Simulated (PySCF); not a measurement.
SMILES [SiH3]O[SiH2]c1cccs1, GFN2-xTB optimised geometry. Atoms within 1.6 Å of the plane z = 0.0 Å (x, y, z in Å): Si1 (-3.24, -0.62, 1.20), O2 (-2.00, -1.47, 0.58), Si3 (-0.57, -1.88, -0.04), C4 (0.59, -0.40, 0.00), C5 (1.95, -0.40, 0.00), C6 (2.53, 0.89, 0.00), C7 (1.59, 1.87, 0.00), S8 (-0.01, 1.23, -0.01), H9 (-4.30, -1.60, 1.38), H10 (-3.59, 0.42, 0.23), H12 (-0.04, -2.93, 0.83), H13 (-0.82, -2.30, -1.41), H14 (2.53, -1.31, 0.00), H15 (3.59, 1.08, 0.00), H16 (1.73, 2.93, 0.00).

Calculation: PBE0/def2-TZVP in PySCF. Cells within 0.4 Å of a nucleus heavier than hydrogen are left out (blank, or x).

Map of the electrostatic potential (hartree/e), clipped to [-0.08, 0.12] on the plane z = 0.0 Å:

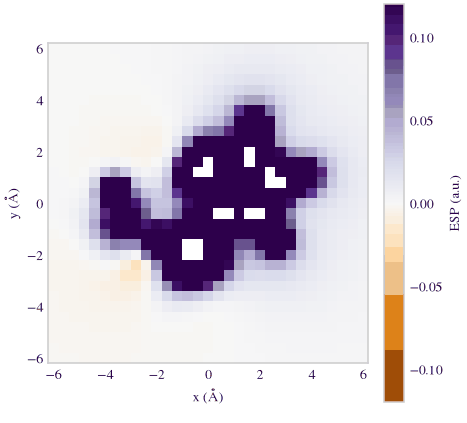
Figure: Electrostatic potential (hartree/e), clipped to [-0.08, 0.12] on the plane z = 0.0 Å.
